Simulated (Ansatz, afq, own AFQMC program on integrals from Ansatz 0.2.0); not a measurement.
# NHO (triplet): AFQMC on the coupled-cluster ladder at distance N1–O2 = 1.800 Å, cc-pVDZ, part 2 of 2

Ansatz 0.2.0, Gaussian basis, and an in-house AFQMC program (afq) on its integrals; all values are calculated; cc-pVDZ, frozen cores.

## (12) CCSD(T) on UHF

File in.yaml:

```yaml
crystal:
  periodic: [false, false, false]
  atoms:
    - {symbol: N, position_ang: [0.000000, -0.091692, 0.993598]}
    - {symbol: O, position_ang: [0.000000, 0.127260, -0.793035]}
    - {symbol: H, position_ang: [0.000000, -0.745862, -1.219266]}
basis:
  gaussian: {orbitals: cc-pVDZ}
magnetization: {spin_polarized: true, initial_magnetization: 2}
correlation: {method: ccsd_t, electrons: outside_noble_gas, hamiltonian_folder: ham}
```

On the command line:

```bash
ansatz run in.yaml --threads 1 --pin off --events-out ev --progress --plain --max-ram 1382MiB
```

Log, shortened:

```text
Functional definition: HF
  name "HF"
  cite "Fock, Z. Phys. 61, 126 (1930) doi:10.1007/BF01340294"
  parent pbe
[...]
311 factors; integrals over basis functions are off by at most 1.5e-3 eV
[...]
mean field -3531.20169905 eV, -129.7692689057 hartree, gradient 2.0e-6 eV, S^2 2.654660; 15 other end points of the search recorded, 0 dependent functions left out
determinant -3531.20169905 eV, -129.7692689057 hartree, with singles and doubles -3539.20787380 eV, -130.0634904007 hartree
determinant -3530.17246418 eV, -129.7314452217 hartree, with singles and doubles -3538.99709603 eV, -130.0557444606 hartree
determinant -3529.50908571 eV, -129.7070665126 hartree, with singles and doubles -3536.73480006 eV, -129.9726066172 hartree
determinant -3528.37116776 eV, -129.6652487993 hartree, with singles and doubles -3539.06193046 eV, -130.0581270822 hartree
[...]
determinant -3530.17246418 eV, -129.7314452217 hartree, with singles and doubles -3539.09310122 eV, -130.0592725864 hartree
determinant -3528.37116776 eV, -129.6652487993 hartree, with singles and doubles -3538.78846184 eV, -130.0480772956 hartree
determinant -3529.99729138 eV, -129.7250077401 hartree, with singles and doubles -3539.18222982 eV, -130.0625480019 hartree
determinant -3529.99729138 eV, -129.7250077401 hartree, with singles and doubles -3539.19201142 eV, -130.0629074691 hartree
2 core orbitals not correlated: weight in the atoms' cores, before any rotation towards them, 1.000 or more for the frozen orbitals, at most 0.000 for the correlated occupied ones
reference -3531.20169905 eV, -129.7692689057 hartree; 7, 5 occupied and 24, 26 virtual orbitals, 311 factors
second order -6.70016380 eV of doubles, -0.00000000 eV of singles
cycle   1  -8.05545033 eV  change    1.3e-6 eV  update   4.0e-6
perturbative correction -0.26130774 eV, -0.0096028824 hartree
Total energy: -3539.51845712 eV, -130.0749041275 hartree
```

Wall time 3.2 s (1 thread of Arm Neoverse V2, shared host).

From the report: ⟨S²⟩ of the determinant 2.655 (pure triplet: 2.00); correlation -8.3168 eV; T1 0.066; largest double amplitude 0.12. The determinant is far from a pure spin state, so its energy mixes those of several spin states (harmless only where they are near-degenerate, as at dissociation).

This run also writes the integrals to the folder ham.

## (13) CCSDT(Q) on UHF

in.yaml, as its differences from that of step 12:

```diff
@@ -9,2 +9,2 @@
 magnetization: {spin_polarized: true, initial_magnetization: 2}
-correlation: {method: ccsd_t, electrons: outside_noble_gas, hamiltonian_folder: ham}
+correlation: {method: ccsdt_q, electrons: outside_noble_gas}
```

The command is unchanged.

Log, shortened:

```text
Functional definition: HF
  name "HF"
  cite "Fock, Z. Phys. 61, 126 (1930) doi:10.1007/BF01340294"
  parent pbe
[...]
560 factors; integrals over basis functions are off by at most 1.8e-7 eV
[...]
mean field -3531.20174924 eV, -129.7692707502 hartree, gradient 2.0e-6 eV, S^2 2.654662; 15 other end points of the search recorded, 0 dependent functions left out
determinant -3531.20174924 eV, -129.7692707502 hartree, with singles and doubles -3539.20792249 eV, -130.0634921902 hartree
determinant -3530.17252272 eV, -129.7314473730 hartree, with singles and doubles -3538.99714411 eV, -130.0557462276 hartree
determinant -3529.50914657 eV, -129.7070687493 hartree, with singles and doubles -3536.73485765 eV, -129.9726087338 hartree
determinant -3528.37122760 eV, -129.6652509984 hartree, with singles and doubles -3539.06224483 eV, -130.0581386351 hartree
[...]
determinant -3528.37122760 eV, -129.6652509984 hartree, with singles and doubles -3538.78851439 eV, -130.0480792267 hartree
determinant -3529.99734061 eV, -129.7250095492 hartree, with singles and doubles -3539.18227936 eV, -130.0625498227 hartree
determinant -3529.99734061 eV, -129.7250095492 hartree, with singles and doubles -3539.19205958 eV, -130.0629092391 hartree
2 core orbitals not correlated: weight in the atoms' cores, before any rotation towards them, 1.000 or more for the frozen orbitals, at most 0.000 for the correlated occupied ones
reference -3531.20174924 eV, -129.7692707502 hartree; 7, 5 occupied and 24, 26 virtual orbitals, 560 factors
second order -6.70017674 eV of doubles, -0.00000000 eV of singles
cycle   1  -7.26486833 eV  change   -5.6e-1 eV  update   8.3e-2
[...]
cycle  36  -8.41538849 eV  change   -4.7e-7 eV  update   9.4e-8
perturbative correction -0.04206511 eV, -0.0015458643 hartree
Total energy: -3539.65920284 eV, -130.0800764372 hartree
```

Run time: 19 s. Hardware: 1 thread of Arm Neoverse V2, shared host; peak memory 0.28 GiB.

From the report: ⟨S²⟩ of the determinant 2.655 (pure triplet: 2.00); correlation -8.4575 eV; T1 0.080; largest double amplitude 0.15. The determinant is far from a pure spin state, so its energy mixes those of several spin states (harmless only where they are near-degenerate, as at dissociation).

## (14) Phaseless AFQMC, CISD trial on UHF

It reads the integrals that the CCSD(T) run on this determinant wrote.

On the command line:

```bash
afq ham --method phaseless --trial cisd --walkers 60 --populations 1 --least-time 40 --time-step 0.005 --steps-per-block 50 --equilibration-blocks 40 --max-blocks 300 --target-error 0.00084 --factor-cut 1e-05 --start spin_pure --seed 1343 --release-times 0.24,0.51,0.99,1.62,2.4 --release-step 0.03 --release-every 4 --taylor-order 6
```

Log:

```text
orbitals 31  electrons 7 5  factors 218 of 311
reference energy -129.76926891 Eh
CCSD correlation -0.29603221 Eh in 18 cycles, weight of the determinant in the CISD state 0.7810
energy of the start -130.022715 Eh
 block  time / (1/Eh)  mean weight  energy / Eh
     1     0.250  1.0018  -130.053551
     2     0.500  1.0002  -130.065094
     3     0.750  0.9958  -130.081605
     4     1.000  1.0009  -130.074448
     5     1.250  1.0002  -130.071832
     6     1.500  1.0015  -130.077614
     7     1.750  0.9980  -130.075623
     8     2.000  1.0003  -130.082180
     9     2.250  1.0030  -130.081971
    10     2.500  1.0002  -130.077697
    17     4.250  1.0017  -130.077289
    25     6.250  1.0011  -130.103802
    33     8.250  0.9989  -130.086629
    41    10.250  1.0019  -130.073811
    49    12.250  0.9983  -130.082038
    57    14.250  1.0024  -130.076132
    65    16.250  0.9981  -130.063244
    73    18.250  0.9987  -130.087816
    81    20.250  0.9971  -130.074588
    89    22.250  0.9995  -130.082694
    97    24.250  1.0001  -130.072222
   105    26.250  1.0025  -130.078991
   113    28.250  1.0012  -130.087477
   121    30.250  0.9972  -130.067262
   129    32.250  0.9972  -130.069974
   137    34.250  0.9993  -130.084145
   145    36.250  0.9972  -130.090038
   153    38.250  0.9970  -130.089290
   161    40.250  1.0010  -130.084102
   169    42.250  0.9977  -130.084192
   177    44.250  1.0008  -130.089318
   185    46.250  0.9979  -130.078793
   193    48.250  0.9967  -130.078934
   201    50.250  0.9984  -130.077604
   209    52.250  0.9993  -130.095229
   217    54.250  0.9958  -130.076913
   225    56.250  1.0004  -130.081866
   233    58.250  0.9966  -130.090482
   241    60.250  1.0000  -130.085736
   249    62.250  1.0012  -130.083260
   257    64.250  0.9994  -130.067625
   265    66.250  1.0018  -130.075852
   273    68.250  0.9990  -130.076865
   281    70.250  0.9993  -130.084874
   289    72.250  0.9981  -130.076704
   297    74.250  1.0006  -130.087724
   305    76.250  1.0021  -130.083799
   313    78.250  0.9993  -130.078261
   321    80.250  1.0018  -130.073417
   329    82.250  1.0004  -130.086341
   337    84.250  0.9999  -130.078357
blocks merged  error / Eh  count
     1  0.000518  300
     2  0.000623  150
     4  0.000707  75
     8  0.000737  37
    16  0.000742  18
    32  0.000833  9
released: time / (1/Eh)  energy / Eh  error  mean overlap
  0.24  -130.081160  0.001161  0.9978
  0.51  -130.082716  0.001043  0.9850
  0.99  -130.083342  0.001550  0.9649
  1.62  -130.080215  0.002093  0.9947
  2.40  -130.081459  0.002146  0.9820
energy -130.080021 +/- 0.000742 Eh
```

It took 4.5 min on 1 thread of Arm Neoverse V2, shared host.

Energy -3539.6577 ± 0.0202 eV. Caveats: constraint bias not in the error.

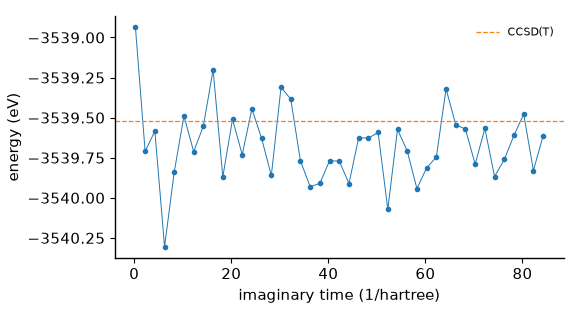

Block energies along the walk.

## (15) Phaseless AFQMC, single-determinant trial on UHF

It reads the integrals that the CCSD(T) run on this determinant wrote.

On the command line:

```bash
afq ham --method phaseless --trial hf --walkers 120 --populations 1 --least-time 40 --time-step 0.005 --steps-per-block 20 --equilibration-blocks 160 --max-blocks 600 --target-error 0.00252 --factor-cut 1e-05 --start spin_pure --seed 3515 --taylor-order 6
```

Log:

```text
orbitals 31  electrons 7 5  factors 218 of 311
reference energy -129.76926891 Eh
CCSD correlation -0.29603221 Eh in 18 cycles, weight of the determinant in the CISD state 0.7810
energy of the start -129.789217 Eh
 block  time / (1/Eh)  mean weight  energy / Eh
     1     0.100  1.0001  -129.883103
     2     0.200  1.0010  -129.924965
     3     0.300  1.0012  -129.964370
     4     0.400  1.0013  -129.997433
     5     0.500  1.0014  -130.004759
     6     0.600  1.0046  -130.042875
     7     0.700  0.9992  -130.034906
     8     0.800  1.0019  -130.059825
     9     0.900  1.0025  -130.071829
    10     1.000  0.9987  -130.076332
    15     1.500  0.9994  -130.091912
    29     2.900  0.9970  -130.141052
    43     4.300  1.0024  -130.091638
    57     5.700  0.9986  -130.109456
    71     7.100  1.0020  -130.076379
    85     8.500  0.9976  -130.112335
    99     9.900  0.9969  -130.044824
   113    11.300  0.9980  -130.066569
   127    12.700  1.0018  -130.098456
   141    14.100  1.0001  -130.050869
   155    15.500  1.0029  -130.076139
   169    16.900  1.0016  -130.100382
   183    18.300  1.0005  -130.042678
   197    19.700  0.9974  -130.096735
   211    21.100  0.9986  -130.094055
   225    22.500  1.0022  -130.100794
   239    23.900  0.9985  -130.075114
   253    25.300  0.9983  -130.084572
   267    26.700  0.9980  -130.083974
   281    28.100  1.0000  -130.065613
   295    29.500  0.9996  -130.072108
   309    30.900  1.0010  -130.065984
   323    32.300  0.9979  -130.088422
   337    33.700  0.9990  -130.091221
   351    35.100  0.9989  -130.083498
   365    36.500  1.0010  -130.088799
   379    37.900  1.0033  -130.113880
   393    39.300  1.0015  -130.077263
   407    40.700  1.0006  -130.076399
   421    42.100  0.9991  -130.072099
   435    43.500  0.9980  -130.077694
   449    44.900  1.0002  -130.074401
   463    46.300  1.0012  -130.062933
   477    47.700  0.9986  -130.072937
   491    49.100  1.0003  -130.077824
   505    50.500  1.0017  -130.109195
   519    51.900  1.0011  -130.114062
   533    53.300  1.0006  -130.121235
   547    54.700  1.0029  -130.090810
blocks merged  error / Eh  count
     1  0.001222  400
     2  0.001554  200
     4  0.001870  100
     8  0.002149  50
    16  0.002181  25
    32  0.002306  12
energy -130.089992 +/- 0.002181 Eh
```

Wall time 2.4 min (1 thread of Arm Neoverse V2, shared host).

Energy -3539.9290 ± 0.0593 eV. Caveats: constraint bias not in the error.

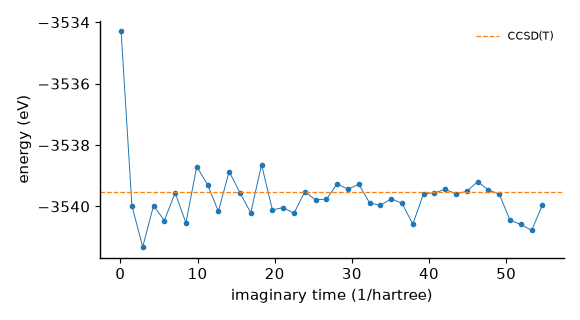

Block energies along the walk.

## (16) All levels side by side

On the ROHF determinant, counted from CCSDT(Q) (a yardstick, not exact):

| level | energy (eV) | from CCSDT(Q) (kcal/mol) | statistical error (kcal/mol) | time |
| --- | --- | --- | --- | --- |
| HF | -3529.8730 | +225.53 |  |  |
| MP2 | -3538.4397 | +27.97 |  |  |
| CCSD | -3539.2177 | +10.03 |  |  |
| CCSD(T) | -3539.5540 | +2.28 |  |  |
| CCSDT(Q) | -3539.6527 | 0.00 |  |  |
| Phaseless AFQMC, CISD trial, step 0.005, 60 walkers | -3539.6222 | +0.70 | 0.71 | 4.6 min |

On the UHF determinant, counted from CCSDT(Q) (a yardstick, not exact):

| level | energy (eV) | from CCSDT(Q) (kcal/mol) | statistical error (kcal/mol) | time |
| --- | --- | --- | --- | --- |
| HF | -3531.2017 | +195.03 |  |  |
| MP2 | -3537.9019 | +40.53 |  |  |
| CCSD | -3539.2571 | +9.27 |  |  |
| CCSD(T) | -3539.5185 | +3.25 |  |  |
| CCSDT(Q) | -3539.6592 | 0.00 |  |  |
| Phaseless AFQMC, CISD trial, step 0.005, 60 walkers | -3539.6577 | +0.03 | 0.47 | 4.5 min |
| Phaseless AFQMC, single-determinant trial, step 0.005, 120 walkers | -3539.9290 | -6.22 | 1.37 | 2.4 min |

The functionals' totals stand on their own zeros and serve differences with other points: PBE -3544.064 eV; r2SCAN -3546.162 eV; PBE0 -3543.822 eV; B3LYP -3547.764 eV; wB97M-V -3546.506 eV; B2PLYP -3544.508 eV.

## (17) What came out

This closing draws on all 2 parts.

```
                                                      quantity                  value
                                 CCSD(T) on ROHF from CCSDT(Q)         +2.28 kcal/mol
             Phaseless AFQMC, CISD trial on ROHF from CCSDT(Q)  +0.70 ± 0.71 kcal/mol
                                  CCSD(T) on UHF from CCSDT(Q)         +3.25 kcal/mol
              Phaseless AFQMC, CISD trial on UHF from CCSDT(Q)  +0.03 ± 0.47 kcal/mol
Phaseless AFQMC, single-determinant trial on UHF from CCSDT(Q)  -6.22 ± 1.37 kcal/mol
```

What this shows: On ROHF the phaseless walk with the CISD trial lies +0.70 kcal/mol from CCSDT(Q), within three error bars. On UHF the phaseless walk with the CISD trial lies +0.03 kcal/mol from CCSDT(Q), within three error bars. A single-determinant trial moves the result by -6.26 kcal/mol. Error bars are statistical and leave out the constraint, the time step and what remains of the start.
